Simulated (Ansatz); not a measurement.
Consider CaTiV2Cl.

Input

```
crystal:
  lattice:
    - [3.3467255173, 0.0, 0.0]
    - [0.0, 3.3467255173, 0.0]
    - [0.0, 0.0, 9.54245501]
  atoms:
    - { symbol: Ca, position: [0.5, 0.5, 0.795688888] }
    - { symbol: Ti, position: [0.0, 0.0, 0.3220463128] }
    - { symbol: V, position: [0.0, 0.0, 0.0494966949], spin: 0.14 }
    - { symbol: V, position: [0.5, 0.5, 0.1591717289] }
    - { symbol: Cl, position: [0.0, 0.0, 0.6094425055] }
basis:
  ecutwfc: 420
kpoints:
  mp_grid: { grid: [10, 10, 4] }
hamiltonian:
  xc: pbe
scf:
  occupations: { method: gaussian, width: 0.1 }
output:
  forces: true
  stress: true
  eigenvalues: true
  populations: true
  write_density: true
  write_potential: true
  elf: true
  volumetric_format: npy
magnetization:
  spin_polarized: true
relax:
  adjacent_minimum: "off"
  f_tol: 0.01
  max_steps: 30
  cell: { stress_tol: 0.1, fix: [volume] }
```

Run with:

```sh
ansatz run input.yaml --threads 1 --pin off --max-ram 2560MiB --backend cpu --events-out ev --progress --plain --runs-dir out
```

Below, planes, directions and counts refer to the conventional cell (a = 3.34 Å, b = 3.34 Å, c = 9.60 Å, α = 90.00°, β = 90.00°, γ = 90.00°).

The fields are those of the relaxed geometry.

Space group P4mm; a generated structure, not necessarily the stable one; changed on purpose from its base cell (volume × 1.10, shape and atoms relaxed); computed pressure about −5 GPa in this cell; the SCF solution may not be the lowest one; the program warned that a starting moment wasn't kept; spin-polarised, but the moments vanished.

Level of theory: DFT PBE, scalar-relativistic, plane waves, PAW (Ansatz).

Predict the valence pseudo-density and electron localisation function between the atoms.

Ti–V (2.54 Å): ρ at the midpoint is about 0.35 e/Å³; the ELF is about 0.30 at the midpoint (no localised pair shows between them).
V–V (2.57 Å): ρ is about 0.3 e/Å³ halfway; the ELF is about 0.25 at the midpoint; no shared electron pair shows on this line.
Ca–Cl (2.91 Å): ρ is about 0.16 e/Å³ halfway, with its minimum of 0.14 e/Å³ about 1.3 Å from Ca; the ELF peaks at about 0.85 in the valence shell of Cl, 0.8 Å from its nucleus, and drops to about 0.05 between the two atoms (no localised pair shows between them).
Ti–Cl (2.93 Å): the density is about 0.14 e/Å³ at the midpoint, with its minimum of 0.13 e/Å³ about 1.3 Å from Ti; the ELF peaks at about 0.90 in the valence shell of Cl, 0.8 Å from its nucleus, and drops to about 0.05 between the two atoms (no localised pair shows between them).
The ELF has a maximum of about 0.75 in the space between the atoms, 2.1 Å from four Ti and V atoms, on no atom or two-centre bond.

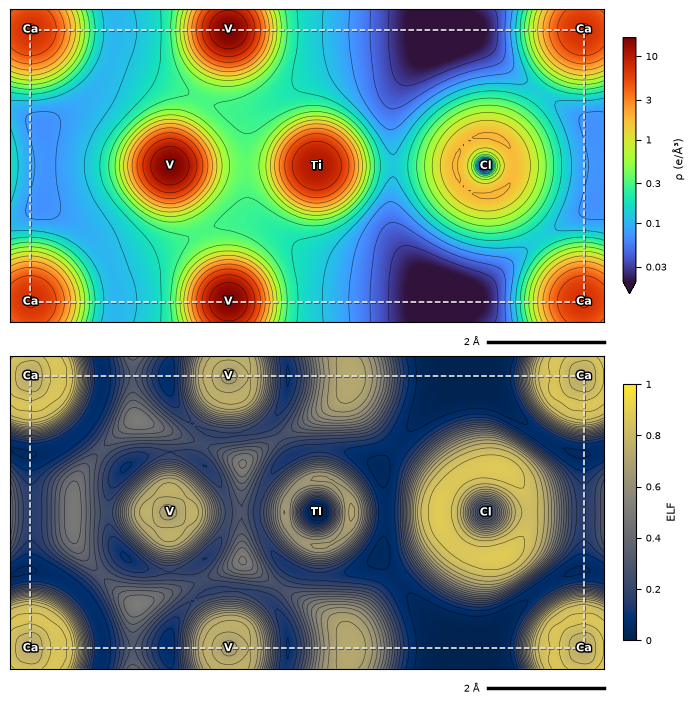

Computed valence pseudo-density and electron localisation function on the (11̄0) plane of the conventional cell, in this order. 

Core electrons are frozen (PAW), and the valence fields are smoothed inside the atomic spheres.
